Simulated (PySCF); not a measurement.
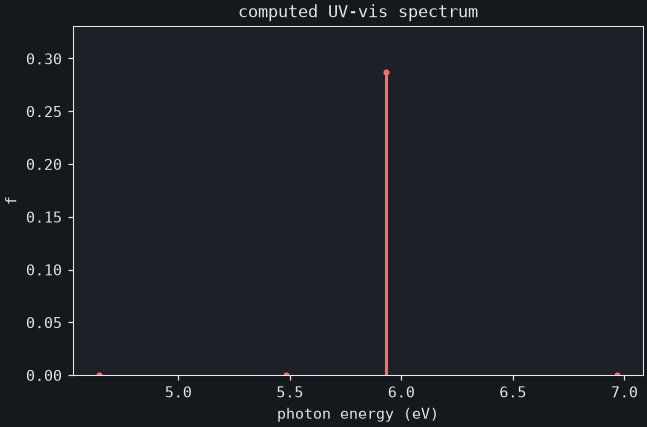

Computed absorption of BBr₃ (boron tribromide), SMILES BrB(Br)Br. Vertical TDDFT excitations, PBE0/def2-SVPD with PySCF 2.14.0, at a GFN2-xTB geometry (no frequency check), gas phase. Only the first 6 singlet excitations are included. States within 0.01 eV of each other are merged, with their strengths summed. The highest state may be half of a pair whose partner wasn't computed.

Question: Which of the computed transitions is the brightest, and what character does the calculation give it?

Answer: S4/S5 at 5.93 eV (209 nm), f = 0.287, mainly HOMO−1/HOMO−2 → LUMO.

Question: Does any vertical transition fall in the visible?

Answer: No singlet lies below 3.1 eV (beyond 400 nm), so at this level no vertical transition falls in the visible.

Known limits of this run: the tight-binding geometry is rougher than a DFT one and adds to the error; spin-orbit coupling is left out, and with Br it can shift these levels and split any degenerate set; core orbitals are frozen in the response.
